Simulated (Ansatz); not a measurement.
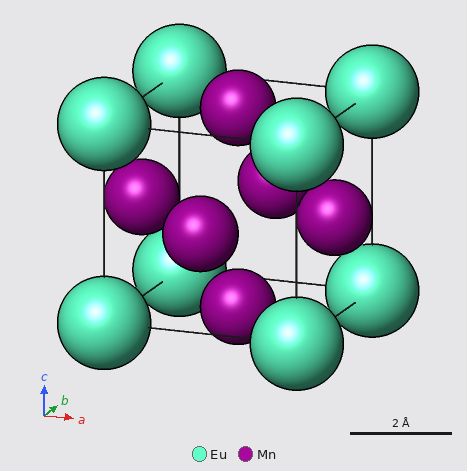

The image is a spheres-only drawing of a crystal, viewed slightly off an axis. The conventional unit cell is outlined; an atom on or near a face, edge or corner is repeated at each equivalent position.

EuMn₃, Cu₃Au (L1₂) type, space group Pm-3m (No. 221), a = 4.126 Å, b = 4.126 Å, c = 4.126 Å, α = 90.00°, β = 90.00°, γ = 90.00°. It goes back to a structure type filled with these elements by a generator (whether the compound takes this form wasn't checked). The cell was then strained or its atoms displaced on purpose. It was run through Ansatz as a DFT input.

This one geometry was computed with Ansatz (DFT, plane waves, PAW) at five levels of theory: PBE, PBEsol, LDA, r2SCAN and PBE with spin-orbit coupling.

Q: Which level gives the highest pressure at this volume, and what does that say about its equilibrium volume?

A: Highest: r2SCAN (3.3 GPa), which points to the largest equilibrium volume. Lowest, with the smallest volume: LDA (-9.9 GPa). Levels within 0.5 GPa of each other can't be told apart.

Q: How does the band gap change with the level of theory?

A: All levels give a metal.

Q: Collect the results in a table.

A:
| level | cutoff (eV) | k-mesh of the run's cell | gap (eV) | pressure (GPa) | absolute moment (μB/atom) |
| --- | --- | --- | --- | --- | --- |
| PBE | 420 | 8×8×8 | metal | 0.0 | 4.32 |
| PBEsol | 420 | 8×8×8 | metal | -5.1 | 4.30 |
| LDA | 420 | 8×8×8 | metal | -9.9 | 4.23 |
| r2SCAN | 500 | 8×8×8 | metal | 3.3 | 4.62 |
| PBE with spin-orbit coupling | 420 | 8×8×8 | metal | -0.3 | 4.30 |

Gaps are taken on the k-mesh or band path of each run.
